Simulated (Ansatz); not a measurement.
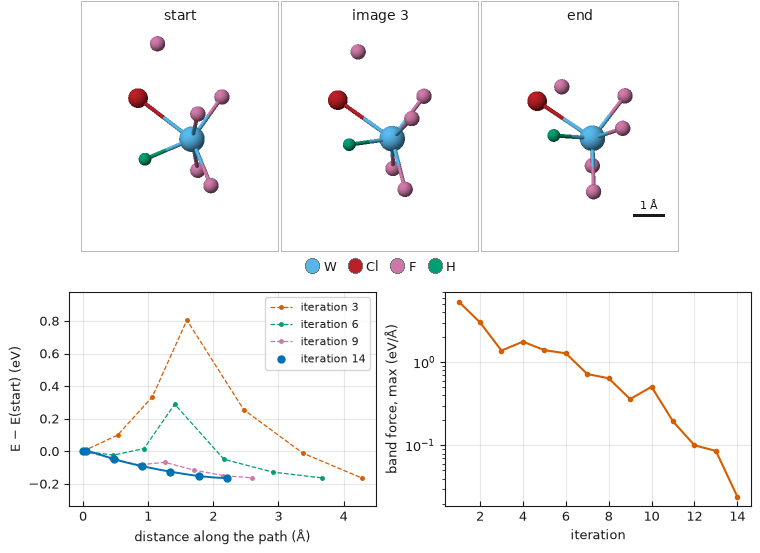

A nudged-elastic-band calculation for WHClF5 (multiplicity 2). Images are numbered from 0 (start) to 6 (end). The plot follows the band through its iterations. Style: ball-and-stick. Shown from a free direction.

Theory: Ansatz 0.2.0, UKS PBE/def2-SVP. Run with 5 movable images; climbing image; force threshold 0.05 eV/Å; iteration limit 60; starting path through a guess of the saddle point.

### How did the profile develop, and is the result final?

The run is converged, with reservations. The band converged in 14 iterations. The largest component of the band force went from 5.4 to 0.024 eV/Å. The first iteration put the highest image at 1.694 eV. No barrier shows: the energy is highest at the start, and the end lies 0.164 eV below the start.
